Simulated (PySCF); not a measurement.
# SiH (SMILES [SiH]): UM06-2X/def2-TZVPPD

What is the vertical doublet–quartet gap of SiH at UM06-2X/def2-TZVPPD? The job is set up through a Python script.

The calculation is run with PySCF 2.14.0.

2 further runs of the same task are left out: 2 set aside as unsound or not needed.

**1. The structure to begin with**

SiH has 2 atoms, charge 0, and is taken as a doublet. As SMILES, `[SiH]`. Geometry: relaxed at PBE0-D4/def2-TZVP.

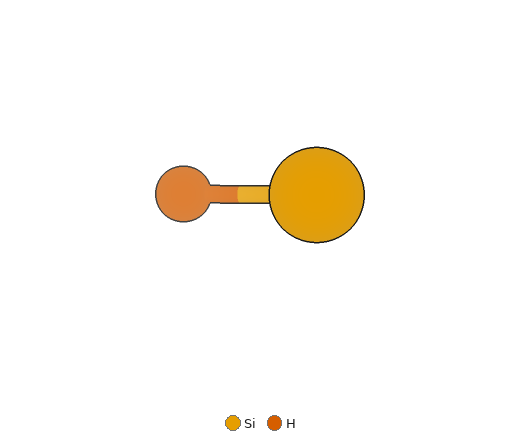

The structure, seen from a chosen angle (silicon amber, hydrogen orange).

**2. A single-point energy at UM06-2X/def2-TZVPPD**

calc.py

```python
# HSi
from pyscf import gto, dft

mol = gto.M(
    atom='''
Si     0.000000     0.000000    -0.007580
H      0.000000     0.000000     1.524140
''',
    charge=0,
    basis='def2-tzvppd',
    verbose=3,
    spin=1,
    max_memory=1860,
)

myscf = dft.UKS(mol)
myscf.xc = 'm06-2x'
myscf.conv_tol = 1e-10
myscf.grids.level = 5
myscf.kernel()
if not myscf.converged:
    myscf = myscf.newton().run(myscf.mo_coeff, myscf.mo_occ)

energy = myscf.e_tot
print(f'total energy: {energy:.8f} hartree')
```

Run with:

```console
OMP_NUM_THREADS=1 python calc.py
```

Log:

```text
WARN: HOMO -0.112963330797935 >= LUMO -0.112963330797936

converged SCF energy = -289.966251796667  <S^2> = 0.75391571  2S+1 = 2.0039119
total energy: -289.96625180 hartree
```

Run time: 9 s. Hardware: 1 thread of Arm Neoverse V2, shared host; peak memory 0.35 GiB.

**3. The quartet**

job.py

```python
from pyscf import gto, dft

mol = gto.M(
    atom=[
    ('Si', (0.000000, 0.000000, -0.007580)),
    ('H', (-0.000000, -0.000000, 1.524140)),
],
    verbose=4,
    spin=3,
    charge=0,
    basis='def2-tzvppd',
    max_memory=1860,
)

myscf = dft.UKS(mol, xc='m06-2x')
myscf.conv_tol = 1e-10
myscf.grids.level = 5
myscf.kernel()
if not myscf.converged:
    myscf = myscf.newton().run(myscf.mo_coeff, myscf.mo_occ)

energy = myscf.e_tot
print('E(%s) = %.9f' % ('M06-2X', energy))
```

Run with:

```console
OMP_NUM_THREADS=1 python job.py
```

Log:

```text
PySCF version 2.14.0

[INPUT] num. atoms = 2
[INPUT] num. electrons = 15
[INPUT] charge = 0
[INPUT] spin (= nelec alpha-beta = 2S) = 3
[INPUT] symmetry False subgroup None
[INPUT] Mole.unit = angstrom
[INPUT] Symbol           X                Y                Z      unit          X                Y                Z       unit  Magmom
[INPUT]  1 Si     0.000000000000   0.000000000000  -0.007580000000 AA    0.000000000000   0.000000000000  -0.014324124024 Bohr   0.0
[INPUT]  2 H      0.000000000000   0.000000000000   1.524140000000 AA    0.000000000000   0.000000000000   2.880207175495 Bohr   0.0

nuclear repulsion = 4.83670706975165
number of shells = 23
number of NR pGTOs = 88
number of NR cGTOs = 65
basis = def2-tzvppd
ecp = {}

******** <class 'pyscf.dft.uks.UKS'> ********
method = UKS
initial guess = minao
damping factor = 0
level_shift factor = 0
DIIS = <class 'pyscf.scf.diis.CDIIS'>
diis_start_cycle = 1
diis_space = 8
diis_damp = 0
SCF conv_tol = 1e-10
SCF conv_tol_grad = None
SCF max_cycles = 50
direct_scf = True
direct_scf_tol = 1e-13
number electrons alpha = 9  beta = 6
XC library pyscf.dft.libxc version 7.0.0
    S. Lehtola, C. Steigemann, M. J.T. Oliveira, and M. A.L. Marques.,  SoftwareX 7, 1–5 (2018)
XC functionals = m06-2x
    Y. Zhao and D. G. Truhlar.,  Theor. Chem. Acc. 120, 215 (2008)
    Y. Zhao and D. G. Truhlar.,  Theor. Chem. Acc. 120, 215 (2008)
radial grids:
    Treutler-Ahlrichs [JCP 102, 346 (1995); DOI:10.1063/1.469408] (M4) radial grids

becke partition: Becke, JCP 88, 2547 (1988); DOI:10.1063/1.454033
pruning grids: <function nwchem_prune>
grids dens level: 5
symmetrized grids: False
atomic radii adjust function: <function treutler_atomic_radii_adjust>
small_rho_cutoff = 0
Set gradient conv threshold to 1e-05
tot grids = 67096
init E= -289.786394502787
[... the frontier-level lines of each cycle are left out ...]


cycle= 1 E= -289.883993616957  delta_E= -0.0976  |g|= 0.124  |ddm|= 0.844
cycle= 2 E= -289.900282387024  delta_E= -0.0163  |g|= 0.0498  |ddm|= 0.263
cycle= 3 E= -289.902151202697  delta_E= -0.00187  |g|= 0.0158  |ddm|= 0.102
cycle= 4 E= -289.902687159895  delta_E= -0.000536  |g|= 0.00683  |ddm|= 0.0384
cycle= 5 E= -289.902814910993  delta_E= -0.000128  |g|= 0.00252  |ddm|= 0.0219
cycle= 6 E= -289.902829970851  delta_E= -1.51e-05  |g|= 0.00125  |ddm|= 0.00722
cycle= 7 E= -289.902832144664  delta_E= -2.17e-06  |g|= 0.000244  |ddm|= 0.00337
cycle= 8 E= -289.902832245282  delta_E= -1.01e-07  |g|= 5.84e-05  |ddm|= 0.000556
cycle= 9 E= -289.902832250309  delta_E= -5.03e-09  |g|= 1.22e-05  |ddm|= 0.000159
cycle= 10 E= -289.902832250575  delta_E= -2.66e-10  |g|= 2.59e-06  |ddm|= 4.09e-05
cycle= 11 E= -289.902832250586  delta_E= -1.01e-11  |g|= 4.63e-07  |ddm|= 1.07e-05
Extra cycle  E= -289.902832250586  delta_E= -8.53e-13  |g|= 1.75e-07  |ddm|= 1.78e-06
converged SCF energy = -289.902832250586  <S^2> = 3.7520573  2S+1 = 4.0010285
E(M06-2X) = -289.902832251
```

Wall time 11 s (1 thread of Arm Neoverse V2, shared host); peak memory 0.35 GiB.

**4. Outcome**

At UM06-2X/def2-TZVPPD:

| quantity | value |
| --- | --- |
| doublet: total energy | -289.96625 Eh |
| doublet: dipole moment | 0.09 D |
| doublet: HOMO energy (highest over α and β) | -6.14 eV |
| doublet: LUMO energy (lowest over α and β) | -2.30 eV |
| doublet: ⟨S²⟩ | 0.754 |
| quartet: total energy | -289.90283 Eh |
| quartet: dipole moment | 0.11 D |
| quartet: HOMO energy (highest over α and β) | -6.63 eV |
| quartet: LUMO energy (lowest over α and β) | -4.84 eV |
| quartet: ⟨S²⟩ | 3.752 |
| vertical energy of the quartet above the doublet | 1.726 eV |

In words: At this shape the quartet lies 1.73 eV (40 kcal/mol) above the doublet.
